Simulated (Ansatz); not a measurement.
VN: pressure series

Base system: VN in the rock salt structure (space group Fm-3m, No. 225).

```
CELL_PARAMETERS angstrom
      0.00000     2.05840     2.05840
      2.05840     0.00000     2.05840
      2.05840     2.05840     0.00000
ATOMIC_POSITIONS crystal
  N  0.00000 0.00000 0.00000
  V  0.50000 0.50000 0.50000
```

Cell and atoms are relaxed at each pressure.

Calculations: PBE (Ansatz, a first-principles code, PAW, no SOC).

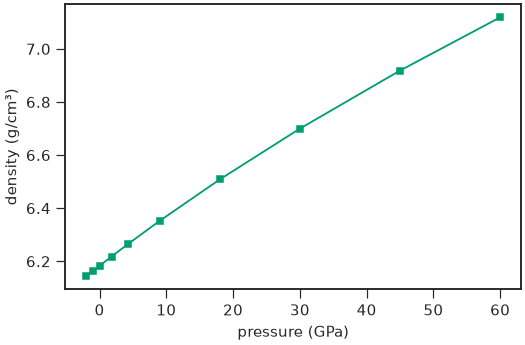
Density against pressure

| pressure (GPa) | density |
|---|---|
| -2 | 6.14 g/cm³ |
| -1 | 6.16 g/cm³ |
| 1.8 | 6.22 g/cm³ |
| 4.2 | 6.26 g/cm³ |
| 9 | 6.35 g/cm³ |
| 18 | 6.51 g/cm³ |
| 30 | 6.70 g/cm³ |
| 45 | 6.92 g/cm³ |
| 60 | 7.12 g/cm³ |

Load acts through the strain it causes; cell and atoms are relaxed under it. Stability against distortions was not tested. Competing high-pressure phases were not computed. Seeded moments were not kept for the base. The final runs are not spin-polarised.
